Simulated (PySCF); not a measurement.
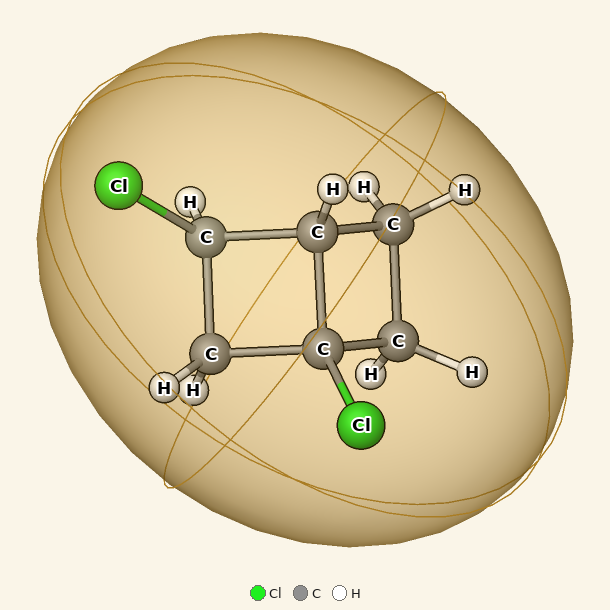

The ellipsoid shows the static dipole polarisability: its half-axes are proportional to the principal values. Computed geometry: GFN2-xTB optimisation. No frequency run is at hand to confirm it as a minimum. Level of theory: PBE0/def2-SVPD (PySCF 2.14.0).

How large and how anisotropic is the polarisability?

Answer. Principal values 80.1, 92.9, 103.5 bohr³; mean 92.2 bohr³ (13.66 Å³); anisotropy 20.4 bohr³, so the longest axis is 1.29 times the shortest.
